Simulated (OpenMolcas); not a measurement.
# CF4 (tetrafluoromethane) at mPW1PW91/6-31G(d) (spherical functions)

Aim: the vertical ionisation energy of CF4 (tetrafluoromethane) at mPW1PW91/6-31G* (spherical functions), from 2 runs. 

The results are computed with OpenMolcas 26.06.

**1. Starting point**

CF4: 5 atoms, total charge 0, spin state singlet. As SMILES, `FC(F)(F)F`. Geometry: relaxed at PBE0-D4/def2-TZVP.

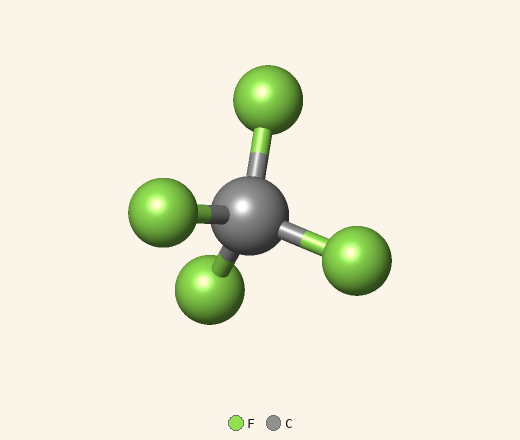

The structure, seen from a chosen angle (fluorine green, carbon grey).

**2. The energy at mPW1PW91/6-31G(d) (spherical functions)**

input.xyz reads:

```xyz
5

F     -0.850100     0.025300     0.989500
C      0.010000    -0.014700    -0.008300
F      1.157500    -0.501300     0.420100
F     -0.464000    -0.786000    -0.966200
F      0.196600     1.203000    -0.476700
```

job.input reads:

```
&GATEWAY
 BASLIB=$CurrDir
 COORD=input.xyz
 BASIS=6-31Gs
 GROUP=NoSym

&SEWARD

&SCF
 KSDFT=HYB_GGA_XC_MPW1PW
 PRORBITALS=0
```

The basis set 6-31G* is read from a file made from the Basis Set Exchange's data (not shown).

Launch:

```sh
$ export MOLCAS_MEM=1860
$ pymolcas job.input > job.log
```

Output, cut to the lines that bear on the results:

```text
--- Start Module: gateway ---
[...]
--- Stop Module: gateway /rc=_RC_ALL_IS_WELL_ ---
--- Start Module: seward ---
[...]
      Basis functions           70
--- Stop Module: seward /rc=_RC_ALL_IS_WELL_ ---
[...]
--- Start Module: scf ---
[...]
       Convergence after   9 Iterations
[...]
::    Total KS-DFT energy                            -437.3779656889
[...]
      Total spin, S                                     0.0000000000
[...]
      Total electronic charge=   42.000000
      Total            charge=   -0.000000
[...]
      Dipole Moment (debye):
      Origin of the operator (angstrom)=    0.0100   -0.0147   -0.0083
                   X= -2.7365E-05               Y=  4.0734E-04               Z=  2.5897E-04           Total=  4.8347E-04
      Quadrupole Moment (debye*angstrom):
[...]
--- Stop Module: scf /rc=_RC_ALL_IS_WELL_ ---
[...]
```

It took 4.2 s on 1 thread of Arm Neoverse V2, shared host; peak memory 0.41 GiB.

**3. The doublet cation, same level**

input.xyz is that of step 2.

job.inp reads:

```
>>> EXPORT MOLCAS_PRINT=2

&GATEWAY
 BasLib=$CurrDir
 Coord=input.xyz
 Basis=6-31Gs
 Group=NoSym

&SEWARD

&SCF
 UHF
 Charge=1
 Spin=2
 KSDFT=HYB_GGA_XC_MPW1PW
 PrOrbitals=0
```

The basis set 6-31G* is read from a file made from the Basis Set Exchange's data (not shown).

Launch:

```sh
$ export MOLCAS_MEM=1860
$ pymolcas job.inp > job.log
```

Output, cut to the lines that bear on the results:

```text
--- Start Module: gateway ---
[...]
--- Stop Module: gateway /rc=_RC_ALL_IS_WELL_ ---
--- Start Module: seward ---
[...]
      Basis functions           70
--- Stop Module: seward /rc=_RC_ALL_IS_WELL_ ---
[...]
--- Start Module: scf ---
[...]
       Convergence after  53 Iterations
[...]
::    Total KS-DFT energy                            -436.8172105979
[...]
      Total spin, S                                     0.5023091481
[...]
      Total electronic charge=   41.000000
      Total            charge=    1.000000
[...]
      Dipole Moment (debye):
      Origin of the operator (angstrom)=    0.0100   -0.0147   -0.0083
                   X=  2.7142E-04               Y= -6.8484E-04               Z= -4.4780E-04           Total=  8.6209E-04
      Center of Charge (angstrom)
[...]
--- Stop Module: scf /rc=_RC_ALL_IS_WELL_ ---
[...]
```

It took 21 s on 1 thread of Arm Neoverse V2, shared host; peak memory 0.41 GiB.

**4. Summary of results**

Level: mPW1PW91/6-31G* (spherical functions).

```
                                          quantity          value
                         singlet CF4: total energy  -437.37797 Eh
                        singlet CF4: dipole moment         0.00 D
                          singlet CF4: HOMO energy      -12.15 eV
                          singlet CF4: LUMO energy        5.69 eV
                        singlet CF4: HOMO–LUMO gap       17.83 eV
                      doublet cation: total energy  -436.81721 Eh
doublet cation: HOMO energy (highest over α and β)      -20.69 eV
 doublet cation: LUMO energy (lowest over α and β)      -18.37 eV
                              doublet cation: ⟨S²⟩          0.755
vertical ionisation energy (to the doublet cation)      15.259 eV
```

What this shows: Removing an electron at fixed nuclei costs 15.26 eV (352 kcal/mol). The negative HOMO energy of the first species, 12.15 eV, lies 3.11 eV below that difference. Mulliken charges (doublet cation) run from -0.05 on F1 to +1.18 on C2.
